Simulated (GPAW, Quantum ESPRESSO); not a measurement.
Consider Al2O3 (Corundum, R-3c).

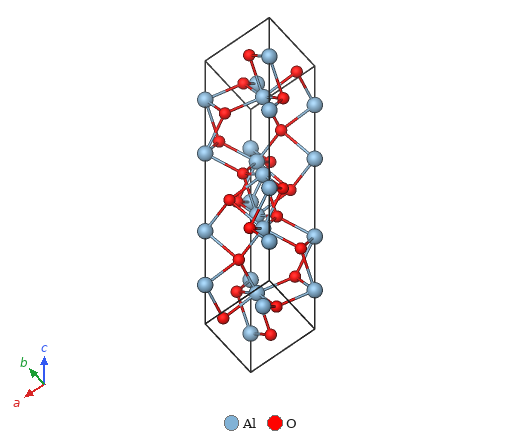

The structure (aluminium light blue, oxygen red). Some periodic images of atoms are drawn too.

```xyz
10
Lattice="2.3803 1.3742 4.3319 -2.3803 1.3742 4.3319 0.0000 -2.7485 4.3319" Properties=species:S:1:pos:R:3 pbc="T T T"
Al    0.0000    0.0000   11.0743
Al    0.0000    0.0000    8.4191
Al    0.0000    0.0000    1.9213
Al    0.0000    0.0000    4.5765
O    -1.6503   -0.1099    5.4148
O     0.7300    1.4841    5.4148
O     0.9203   -1.3742    5.4148
O     1.6503    0.1099    7.5808
O    -0.7300   -1.4841    7.5808
O    -0.9203    1.3742    7.5808
```

Absorber: atom 5, with 2 Al at 1.85 Å and 2 Al at 1.97 Å (4-fold, site symmetry 2). Method: Quantum ESPRESSO XSpectra, PBE, full core hole (charged cell), 10-atom cell with 4.8 Å between holes, 7×7×7 k points, dipole transitions, Lorentzian half width 0.3 eV up to 4 eV, rising linearly to 2.5 eV at 25 eV (counted from xe0, 2.7 eV below the zero used here).

**Question.** Where do the maxima of the O K edge fall?

Main maxima up to 24 eV above the zero (height): 4.2 eV (2.35), 7.0 eV (2.15) and 22.8 eV (0.66). A K edge sees empty p states on the absorber. The total-energy difference plus the lowest empty eigenvalue puts the zero at 541.55 eV. One term is added: -8.91 eV, since the hole is spin-paired here and a spin-polarised one costs that much less in the free atom (computed apart). The photon energy is then 532.64 eV. The functional and the charged cell's background leave an error of a few eV in such absolute values.

The O K spectrum (energy from the lowest empty level; intensity scaled to a mean of 1 over the first 20 eV; the points at xe0, where the cut of filled states can leave a spike, are interpolated; polarised curves are means over the symmetry-equivalent atoms):

```
E (eV)  isotropic  ε ⊥ c  ε ∥ c
  -2.0       0.03   0.03   0.03
  -0.5       0.05   0.06   0.05
   1.0       0.17   0.18   0.16
   2.5       0.66   0.69   0.61
   4.0       2.30   2.31   2.29
   5.5       2.03   2.13   1.82
   7.0       2.15   2.04   2.37
   8.5       1.57   1.46   1.79
  10.0       0.96   0.91   1.04
  11.5       0.65   0.67   0.62
  13.0       0.55   0.61   0.45
  14.5       0.54   0.60   0.43
  16.0       0.54   0.57   0.49
  17.5       0.55   0.54   0.55
  19.0       0.56   0.56   0.56
  20.5       0.59   0.60   0.56
  22.0       0.64   0.67   0.60
  23.5       0.65   0.67   0.60
  25.0       0.59   0.61   0.54
  26.5       0.53   0.55   0.47
  28.0       0.50   0.53   0.44
  29.5       0.51   0.53   0.47
  31.0       0.52   0.52   0.52
```

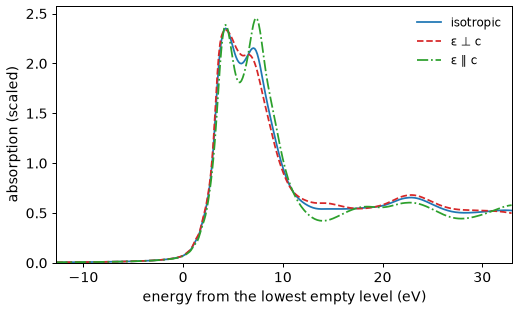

The O K edge.

The holes are only 4.8 Å apart, so the shape is probably not converged with cell size; no larger cell was run here. The structure is a published determination, not relaxed.

[Banner, clock and machine lines of the logs are left out without a mark of their own.]

[Logs are printed without paths, hosts, clocks, repeated set-up lines and the standing remarks that a program may print on its own settings, such as how far it seeks lower states.]

[Hosts, paths, dates, database ids (printed as entryN), source tags and the programs' standing remarks are cut or masked in the printed files.]

[Lists of maxima count a maximum above −3 eV only where it reaches 4 % of the highest in the window and stands out from its surroundings by 2 % of it (1.5 % where it reaches 55 %); shoulders and weaker maxima are passed over, and of the rest the first, up to two pre-edge ones and the few strongest are named.]
